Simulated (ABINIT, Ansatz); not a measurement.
**Quasiparticle gap of F (C2/c) in ABINIT**

Wanted: ground state, empty states, screening and self-energy for F (C2/c).

Main program and level: ABINIT 10.8.3; LDA and many-body steps on it, plane waves.

**1. Starting point**

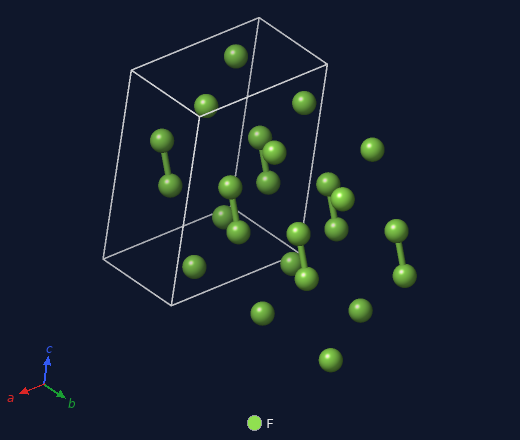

The cell as given, from a free direction (fluorine green). 1×3×1 cells are drawn. This picture shows the conventional cell, with its axes. Bonds to atoms that aren't drawn are left out.

Coordinates:

```cif
data_structure
_symmetry_space_group_name_H-M 'C2/c'
_symmetry_Int_Tables_number 15
_cell_length_a 5.1126
_cell_length_b 3.1681
_cell_length_c 6.6216
_cell_angle_alpha 90.000
_cell_angle_beta 94.870
_cell_angle_gamma 90.000
_cell_volume 106.86
loop_
_atom_site_label
_atom_site_type_symbol
_atom_site_symmetry_multiplicity
_atom_site_Wyckoff_symbol
_atom_site_fract_x
_atom_site_fract_y
_atom_site_fract_z
_atom_site_occupancy
F1 F 8 f 0.75558 0.15975 0.59796 1
```

The cell and positions are those that the Materials Project relaxed with its own functionals (PBE, PBE+U or r2SCAN), kept fixed.

**2. Ground state**

This step: ABINIT 10.8.3; DFT, LDA, plane waves, norm-conserving pseudopotentials.

The ground-state density comes first.

Contents of run.abi:

```
acell 3*1.0 Angstrom
rprim 
  2.556322424600 -1.584027248600 -0.000000000000
  2.556322424600 1.584027248600 -0.000000000000
  -0.562110604000 -0.000000000000 6.597708898900
ntypat 1
znucl 9
natom 4
typat 1 1 1 1
xred 
  0.595832880000 0.915335970000 0.597955500000
  0.084664030000 0.404167120000 0.902044500000
  0.404167120000 0.084664030000 0.402044500000
  0.915335970000 0.595832880000 0.097955500000
pp_dirpath "pseudos"
pseudos "F.upf"
ecut 36
ngkpt 8 8 4
nshiftk 1
shiftk 0 0 0
kptopt 1
chksymbreak 0
nband 20
occopt 1
tolvrs 1e-10
nstep 60
prtwf 0
optforces 0
optstress 0
indata_prefix "in"
outdata_prefix "out"
tmpdata_prefix "tmp"
```

On the command line:

```console
> OMP_NUM_THREADS=1 mpirun -n 4 abinit run.abi > log
```

Numbers of over 12 decimals in the logs are rounded to 6 here.

The program printed:

```text
.Version 10.8.3 of ABINIT. v10.8.2 released Aug 2026.

 Symmetries : space group C2/c (# 15); Bravais mC (1-face-center monocl.)
================================================================================
 Values of the parameters that define the memory need of the present run
     intxc =       0    ionmov =       0      iscf =       7    lmnmax =       5
     lnmax =       5     mgfft =      72  mpssoang =       3    mqgrid =    3368
     natom =       4  nloc_mem =       1    nspden =       1   nspinor =       1
    nsppol =       1      nsym =       4    n1xccc =    2501    ntypat =       1
    occopt =       1   xclevel =       1
-    mband =          20        mffmem =           1         mkmem =          20
       mpw =        3736          nfft =       73728          nkpt =          78
================================================================================
  Rough estimation (10% accuracy) of disk space for files :
================================================================================

--------------------------------------------------------------------------------
------------- Echo of variables that govern the present computation ------------
--------------------------------------------------------------------------------
 -outvars: echo values of preprocessed input variables --------
            acell      1.8897261259E+00  1.8897261259E+00  1.8897261259E+00 Bohr

      chksymbreak           0
             ecut      3.60000000E+01 Hartree
-          fftalg         312

              ixc       -1012
              kpt      0.00000000E+00  0.00000000E+00  0.00000000E+00
                       1.25000000E-01  0.00000000E+00  0.00000000E+00
                       2.50000000E-01  0.00000000E+00  0.00000000E+00
                       3.75000000E-01  0.00000000E+00  0.00000000E+00
                       5.00000000E-01  0.00000000E+00  0.00000000E+00
                       1.25000000E-01  1.25000000E-01  0.00000000E+00
                       2.50000000E-01  1.25000000E-01  0.00000000E+00
                       3.75000000E-01  1.25000000E-01  0.00000000E+00
                       5.00000000E-01  1.25000000E-01  0.00000000E+00
   [... 39 further rows ...]
                      -3.75000000E-01  5.00000000E-01  2.50000000E-01
                      -2.50000000E-01  5.00000000E-01  2.50000000E-01
                       outvar_i_n : Printing only first  50 k-points.
         kptrlatt        8    0    0      0    8    0      0    0    4
          kptrlen      4.54639715E+01
P           mkmem          20
            natom           4
            nband          20
            ngfft          32      32      72
             nkpt          78
            nstep          60
             nsym           4
           ntypat           1
              occ      2.000000  2.000000  2.000000  2.000000  2.000000  2.000000
                       2.000000  2.000000  2.000000  2.000000  2.000000  2.000000
                       2.000000  2.000000  0.000000  0.000000  0.000000  0.000000
                       0.000000  0.000000
        optforces           0
        optstress           0
            prtwf           0
            rprim      2.5563224246E+00 -1.5840272486E+00 -0.0000000000E+00
[...]
spgroup          15

           tolvrs      1.00000000E-10

             xred      5.9583288000E-01  9.1533597000E-01  5.9795550000E-01
[...]
znucl        9.00000

================================================================================

 chkinp: Checking input parameters for consistency.

================================================================================
== DATASET  1 ==================================================================
-   mpi_nproc: 4, omp_nthreads: 1 (-1 if OMP is not activated)

--- !DatasetInfo
iteration_state: {dtset: 1, }
dimensions: {natom: 4, nkpt: 78, mband: 20, nsppol: 1, nspinor: 1, nspden: 1, mpw: 3736, }
cutoff_energies: {ecut:  36.0, pawecutdg:  -1.0, }
electrons: {nelect:   2.80000000E+01, charge:   0.00000000E+00, occopt:   1.00000000E+00, tsmear:   1.00000000E-02, }

 Real(R)+Recip(G) space primitive vectors, cartesian coordinates (Bohr,Bohr^-1):
 R(1)=  4.8307493 -2.9933777  0.0000000  G(1)=  0.1035036 -0.1670354  0.0088183
 R(2)=  4.8307493  2.9933777  0.0000000  G(2)=  0.1035036  0.1670354  0.0088183
 R(3)= -1.0622351  0.0000000 12.4678629  G(3)=  0.0000000  0.0000000  0.0802062
 Unit cell volume ucvol=  3.6057700E+02 bohr^3
 Angles (23,13,12)=  9.41380476E+01  9.41380476E+01  6.35689171E+01 degrees

 getcut: wavevector=  0.0000  0.0000  0.0000  ngfft=  32  32  72
         ecut(hartree)=     36.000   => boxcut(ratio)=   2.08502

--- Pseudopotential description ------------------------------------------------
- F Generated using ONCVPSP code by D. R. Hamann
-  9.00000   7.00000  201202                  znucl, zion, pspdat
12 -1012 2 -1 824                             pspcod,pspxc,lmax,lloc,mmax
     nproj     2     2     1
  pspatm : epsatm=    4.94580260
         --- l  ekb(1:nproj) -->
[...]
2   -2.364936
 pspatm: atomic psp has been read  and splines computed

   5.53929891E+02                                ecore*ucvol(ha*bohr**3)
--------------------------------------------------------------------------------

_setup2: Arith. and geom. avg. npw (full set) are    3720.379    3720.367

================================================================================

--- !BeginCycle
iteration_state: {dtset: 1, }
solver: {iscf: 7, nstep: 60, nline: 4, wfoptalg: 0, }
tolerances: {tolvrs: 1.00E-10, }

     iter   Etot(hartree)      deltaE(h)  residm     vres2
 ETOT  1  -97.822028954315    -9.782E+01 2.244E-01 6.313E+01
 ETOT  2  -97.929085402597    -1.071E-01 1.926E-02 6.884E+00
 ETOT  3  -97.931469121847    -2.384E-03 2.413E-03 1.969E-01
 ETOT  4  -97.931570843748    -1.017E-04 5.470E-04 2.076E-02
 ETOT  5  -97.931575884545    -5.041E-06 3.552E-04 2.455E-03
 ETOT  6  -97.931576436761    -5.522E-07 5.872E-04 1.768E-05
 ETOT  7  -97.931576437450    -6.888E-10 1.033E-04 1.147E-06
 ETOT  8  -97.931576437570    -1.198E-10 1.429E-04 1.937E-08
 ETOT  9  -97.931576437574    -4.263E-12 1.394E-04 6.694E-10
 ETOT 10  -97.931576437575    -1.094E-12 8.428E-05 2.940E-11

 At SCF step   10       vres2   =  2.94E-11 < tolvrs=  1.00E-10 =>converged.

--- !ResultsGS
iteration_state: {dtset: 1, }
comment   : Summary of ground state results
lattice_vectors:
- [  4.8307493,  -2.9933777,  -0.0000000, ]
- [  4.8307493,   2.9933777,  -0.0000000, ]
- [ -1.0622351,  -0.0000000,  12.4678629, ]
lattice_lengths: [   5.68300,    5.68300,   12.51303, ]
lattice_angles: [ 94.138,  94.138,  63.569, ] # degrees, (23, 13, 12)
lattice_volume:   3.6057700E+02
convergence: {deltae: -1.094E-12, res2:  2.940E-11, residm:  8.428E-05, diffor:  0.000E+00, }
etotal    :  -9.79315764E+01
entropy   :   0.00000000E+00
fermie    :  -1.49948339E-01
cartesian_stress_tensor: null
pressure_GPa: null
xred      :
- [  5.9583E-01,   9.1534E-01,   5.9796E-01,  F]
- [  8.4664E-02,   4.0417E-01,   9.0204E-01,  F]
- [  4.0417E-01,   8.4664E-02,   4.0204E-01,  F]
- [  9.1534E-01,   5.9583E-01,   9.7956E-02,  F]
cartesian_forces: null
force_length_stats: {min: null, max: null, mean: null, }

 Integrated electronic density in atomic spheres:
 ------------------------------------------------
 Atom  Sphere_radius  Integrated_density
[...]
4        2.00000          7.04400684
================================================================================

 ----iterations are completed or convergence reached----

 Mean square residual over all n,k,spin=   86.135E-09; max=  84.281E-06
 reduced coordinates (array xred) for    4 atoms
       0.595832880000      0.915335970000      0.597955500000
       0.084664030000      0.404167120000      0.902044500000
       0.404167120000      0.084664030000      0.402044500000
       0.915335970000      0.595832880000      0.097955500000
 rms dE/dt=  0.0000E+00; max dE/dt=  0.0000E+00; dE/dt below (all hartree)
    1       0.000000000000      0.000000000000      0.000000000000
    2       0.000000000000      0.000000000000      0.000000000000
    3       0.000000000000      0.000000000000      0.000000000000
    4       0.000000000000      0.000000000000      0.000000000000

 cartesian coordinates (angstrom) at end:
    1      3.526918     0.506102     3.945136
    2      0.742561     0.506102     5.951427
    3      1.023617    -0.506102     2.652573
    4      3.807973    -0.506102     0.646282
 length scales=  1.889726125908  1.889726125908  1.889726125908 bohr
              =  1.000000000000  1.000000000000  1.000000000000 angstroms
 prteigrs : about to open file out_EIG
 Fermi (or HOMO) energy (hartree) =  -0.14995   Average Vxc (hartree)=  -0.34104
 Eigenvalues (hartree) for nkpt=  78  k points:
 kpt#   1, nband= 20, wtk=  0.00391, kpt=  0.0000  0.0000  0.0000 (reduced coord)
  -1.06597   -1.05857   -0.83439   -0.81244   -0.41400   -0.37132   -0.27287   -0.26985
  -0.26577   -0.26390   -0.16903   -0.15694   -0.15211   -0.14995   -0.06366   -0.02238
   0.19401    0.28246    0.32920    0.54936
 prteigrs : prtvol=0 or 1, do not print more k-points.

--- !EnergyTerms
iteration_state     : {dtset: 1, }
comment             : Components of total free energy in Hartree
kinetic             :  6.29129754859653E+01
hartree             :  3.30441132535293E+01
xc                  : -2.10930659941381E+01
Ewald energy        : -5.65055498526903E+01
psp_core            :  1.53623188785579E+00
local_psp           : -1.07836063315728E+02
non_local_psp       : -9.99021790236967E+00
total_energy        : -9.79315764375753E+01
total_energy_eV     : -2.66485395212067E+03
band_energy         : -1.27041971888547E+01

== END DATASET(S) ==============================================================
================================================================================

 -outvars: echo values of variables after computation  --------
           etotal     -9.7931576438E+01
            nband          20
             nkpt          78
          spgroup          15
 [... the other variables as echoed above ...]

 Calculation completed.
```

It took 37 s on 4 MPI ranks of Arm Neoverse V1, shared host; peak memory 0.38 GiB.

Numbers from this step:

* total energy: -2664.8540 eV
* gap: 2.348 eV
* k of the valence top: 0, 0, 0
* k of the conduction bottom: 0, 0, 0
* least direct gap: 2.348 eV

The gap is direct, at Γ.

(Continued in part 2 of 3.)

[Paths, hosts, dates, memory and timing lines, banners, echoed tables and standing remarks are left out of the program output.]

[Logs are printed without paths, hosts, clocks, repeated set-up lines and the standing remarks that a program may print on its own settings, such as how far it seeks lower states.]

[Runs of the session that timed out or met a known fault of the program may be left out.]

[Hosts, paths, dates, database ids (printed as entryN), source tags and the programs' standing remarks are cut or masked in the printed files.]

[G0W0 gaps are taken among the corrected bands and points alone; a level outside them can change the order at an edge.]

[Where Ansatz stands beside ABINIT at settings called matched, ABINIT's density can come from a denser mesh and the files from another edition; pairs whose starting gaps differed by over 0.03 eV were left out, so agreement reads better than it is.]
